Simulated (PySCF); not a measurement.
# C₅H₁₀O₂Si: what the fields show

The calculation's input:

```
{"job": {"kind": "uv", "xc": "PBE0", "basis": "def2-SVPD", "nstates": 8, "ntriplets": 3}, "charge": 0, "multiplicity": 1}
C     -2.466960    -1.308483    -0.481671
Si    -1.126504     0.022010    -0.376498
C     -1.371273     0.966349     1.289079
O     -0.542230     1.093270     2.157293
O      0.247527    -0.808937    -0.508507
C      1.596974    -0.512836    -0.467505
C      2.203268     0.174060     0.714945
C      2.104060     0.888338    -0.602606
H     -2.375733    -2.042306     0.313881
H     -3.453042    -0.861545    -0.412507
H     -2.410613    -1.839238    -1.425968
H     -1.275541     1.063479    -1.405373
H     -2.373895     1.423387     1.448397
H      2.154793    -1.310607    -0.946499
H      1.534710     0.485089     1.502100
H      3.172115    -0.155938     1.056331
H      3.001696     1.054474    -1.178114
H      1.371888     1.675751    -0.688435
```

Launched as:

```sh
OMP_NUM_THREADS=1 python probes_run.py task.json out
```

Geometry: GFN2-xTB.

Theory: PBE0/def2-SVPD, SCF density, gas phase in PySCF.

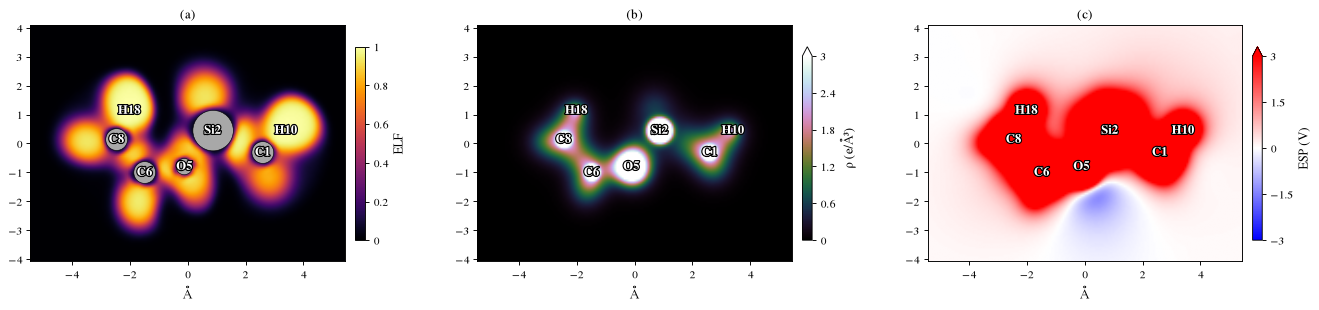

Figure 1. (a) electron localisation function; (b) electron density; (c) molecular electrostatic potential on the plane of atoms C6, C8 and H18. Grey discs cover the atomic cores in the ELF map.

Question: What does the map show?

Answer: The section cuts through C, Si, O and H sites. C–C (1.50 Å): the density is about 1.6 e/Å³ at the midpoint; the ELF peaks at about 0.90 between the atoms; localised, covalent bonding. Si–O (1.61 Å): ρ at the midpoint is about 1.2 e/Å³; the ELF peaks at about 0.85 between the atoms; a short, strongly polar bond. C–Si (1.89 Å): the density is about 0.94 e/Å³ at the midpoint; the ELF peaks at about 0.95 between the atoms: a shared electron pair. C–H (1.08 Å): ρ is about 1.9 e/Å³ halfway; the ELF climbs to about 1 towards the hydrogen, as it does in any bond to H (an ordinary covalent bond to hydrogen). C–O (1.38 Å): ρ is about 2.1 e/Å³ halfway, with its minimum of 1.8 e/Å³ about 0.5 Å from C; the ELF peaks at about 0.90 between the atoms (a shared but strongly polarised pair). The ELF also peaks beside O5, away from the bonds: lone-pair regions. Outside the dense part of the molecule the potential is most negative (−1.3 V) near O5.

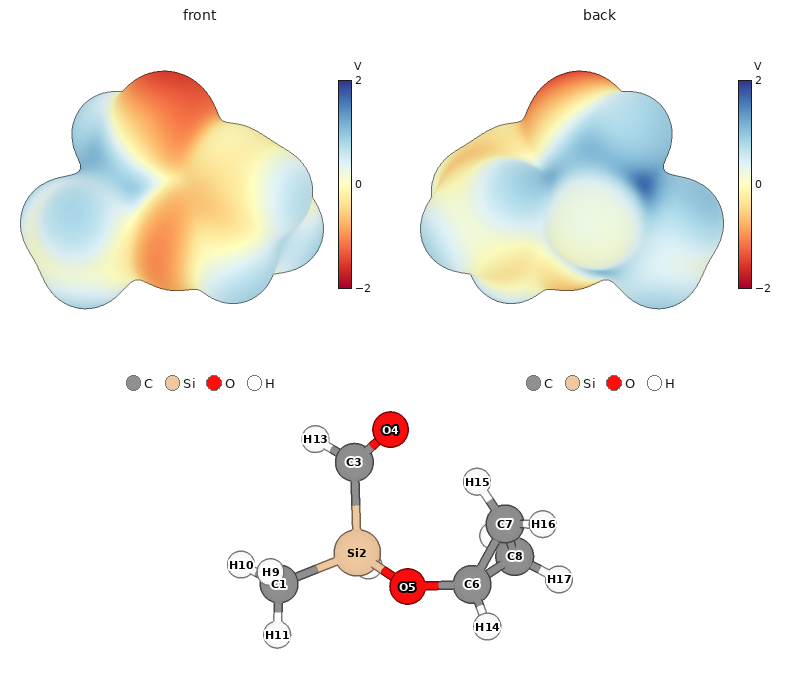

Figure 2. The electrostatic potential painted on the density surface at 0.002 e/bohr³, seen from the front and from behind; the colour scale runs from red (negative) to blue (positive). The bare structure is drawn below in the same view.

Question: Where is the surface potential most negative and most positive?

Answer: The most negative region (about −1.5 V) lies over O4, the most positive (about +1.4 V) over Si2. O4 is the likeliest acceptor of a hydrogen bond.

Question: What dipole moment does the calculation give?

Answer: Its dipole moment is 1.90 D.
